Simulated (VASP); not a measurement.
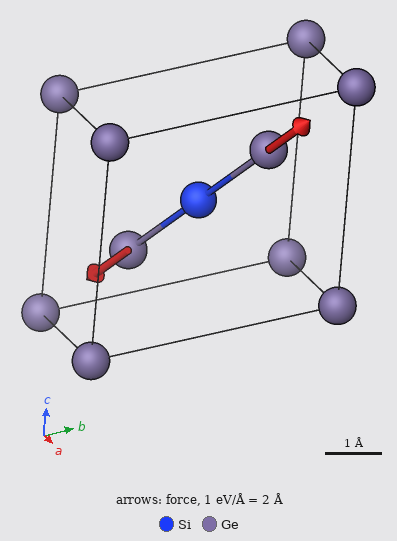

Starting geometry of solid SiGe₃ (a generated structure, set up in R-3m) with the computed forces as red arrows. Style: ball-and-stick. Shown: the cell of the calculation, slightly off an axis.

The run lets cell and atoms move.

Level of theory: Kohn-Sham DFT of a periodic cell, PBE, VASP PAW PBE potentials, recommended in VASP 6.6.1.

The input:
```
PREC     = Normal         # precision mode
ENCUT    = 520            # plane-wave cutoff, eV
EDIFF    = 1E-4           # SCF threshold, eV
ISMEAR   = 0              # smearing method
SIGMA    = 0.15           # smearing width, eV
LREAL    = F              # projectors in reciprocal space
LASPH    = T              # aspherical terms in the spheres
NELM     = 60             # most SCF steps
ALGO     = Fast           # electronic algorithm
ISIF     = 3              # what is computed and relaxed
LWAVE    = F              # write WAVECAR
LCHARG   = F              # write CHGCAR
GGA      = PE             # functional
IBRION   = 2              # ionic algorithm
NSW      = 24             # ionic steps
EDIFFG   = -0.08          # ionic threshold
```

Command:
```bash
cat potpaw_PBE.64/Si/POTCAR potpaw_PBE.64/Ge_d/POTCAR > POTCAR
mpirun -np 1 vasp_std > vasp.out
```

Question: What follows when this structure is relaxed?

Answer: It isn't relaxed: the largest force vector, on Ge atoms, is 0.72 eV/Å. The atoms end up moving mostly along the starting forces (cosine between the two patterns 1.00). The largest moves relative to the cell, 0.17 Å, are those of Ge atoms. Si stays in place. The volume changes by −15.5 %, with a = b = c 4.729 → 4.575 Å (−3.2 %), α 67.9° → 64.0°, β 67.9° → 64.0°, γ 67.9° → 64.0°. Among the contacts that change: Ge–Si 3.278 → 2.986 Å, Ge–Si 2.409 → 2.583 Å. The space group stays R-3m (No. 166). The energy falls by 112 meV per atom in 7 geometry steps. The largest force component goes from 0.72 to 0.047 eV/Å. The pressure goes from −3.73 to −0.23 GPa. The volume changes by over a tenth within one run on a fixed set of plane waves, so the end point should be relaxed again from the new cell.
